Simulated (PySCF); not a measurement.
**InF (charge +1, doublet): density, localisation and related maps**

```yaml
atoms:
  - { symbol: In, position_ang: [0.0000, 0.0000, -0.2731] }
  - { symbol: F, position_ang: [0.0000, 0.0000, 1.6519] }
```

Core potentials replace the inner electrons of In.

The calculation used PySCF, PBE0/def2-TZVPPD, non-relativistic Hamiltonian with scalar-relativistic core potentials where named, at a bond length of 1.925 Å.

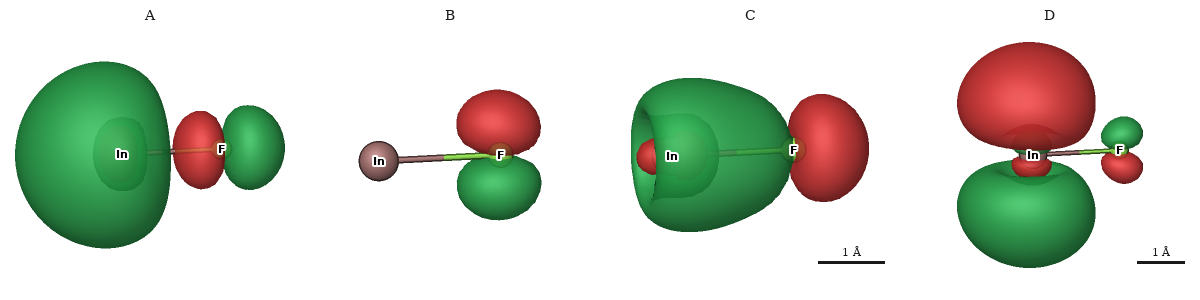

Figure 1. Four frontier β-spin orbitals, each drawn at the value that holds 80 % of its norm (green and red are the two phases), in no order; of a degenerate pair one member is drawn.

> Name the orbitals and rank them from lowest to highest energy.

Orbital C: σ, occupied in this spin, −18.07 eV; shared between the atoms (In 40 %, F 60 %).
Orbital B: π, occupied in this spin, −17.21 eV; mainly on F (90 %).
Orbital A: σ, empty in this spin, −12.32 eV; mainly on In (75 %).
Orbital D: π, empty in this spin, −7.44 eV; almost wholly on In.

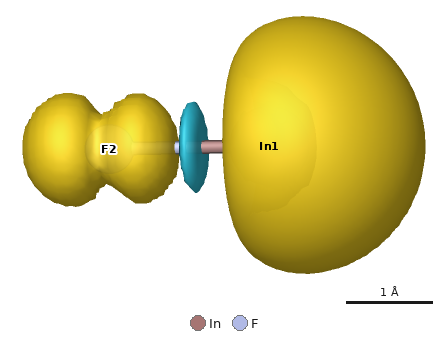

Figure 2. Isosurfaces of the spin density at +0.02 (yellow) and −0.02 e/Å³ (cyan), seen from one side.

> Describe the spin distribution.

The unpaired spin (1 electron) lies mostly on In1 (about 0.7) and F2 (about 0.3), in electrons by Hirshfeld's partition.

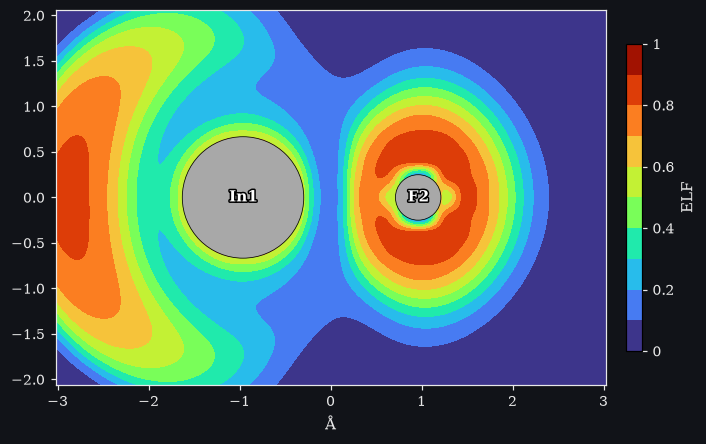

Figure 3. ELF on a plane that holds the molecular axis. Grey discs cover the atomic cores.

> Read the bonding off the picture.

The section cuts through In and F sites. In–F (1.92 Å): the ELF peaks at about 0.75 in the valence shell of F, 0.6 Å from its nucleus, and drops to about 0.15 between the two atoms. The ELF also peaks beside F2, away from the bonds: non-bonding electrons, paired or unpaired.

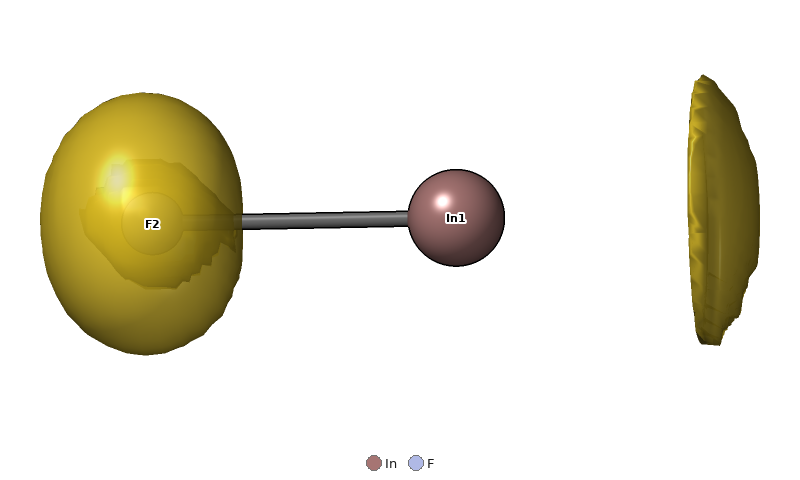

Figure 4. Isosurface of the electron localisation function at 0.75 (yellow), seen from one side. Only the valence region is drawn (cores and ρ < 0.01 e/Å³ removed).

> Where are the electrons localised?

At this value the surface marks out one lobe on In, pointing away from the bonds (non-bonding electrons) and one region wrapped around F (its valence shell).
